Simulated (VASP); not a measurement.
Band structure of GaP (space group R-3m). Level of theory: PBEsol GGA with spin-orbit coupling, VASP's PBE PAW potentials (set 64) (plane waves; VASP).

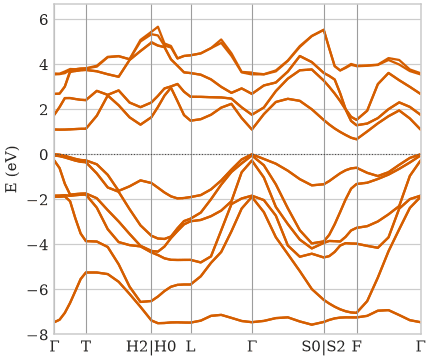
*Bands along high-symmetry lines, zero at the valence-band maximum or, without a gap, the Fermi level*

Q: Read the plot: is there a gap, and where are the band edges?

A: The gap is indirect, 0.67 eV, from the valence maximum at Γ to the conduction minimum at F.

The structure comes from a computed database's GaP entry (R-3m); how it stands against other phases isn't given here. It was relaxed first.
